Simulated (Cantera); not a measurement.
Charge: 1 mol Cu2O, 1.6 mol CH4, 3.4 mol H2, held at 33.8 Torr.

Cantera equilibrium calculation (NASA polynomials, part measured and part estimated; ideal gas, pure solids and liquids). Candidate condensed phases: C, C6H6, C7H8, C8H18, Cu, CuO, Cu(OH)2, Cu2O, H2O; 113 gas species. Kinetics and transport are ignored.

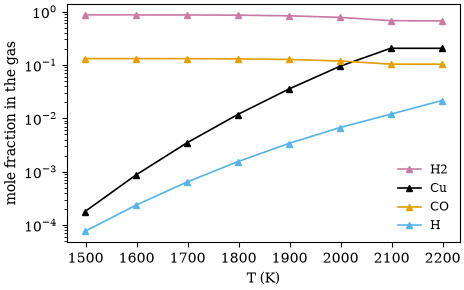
Fig. 1. Equilibrium gas composition (values under 1e-9 drawn at 1e-9)

From 1498 K to 1998 K the condensed part is C(graphite) + Cu(l). From 2098 K to 2198 K the condensed part is C(graphite). The main Cu-bearing gas is Cu throughout.
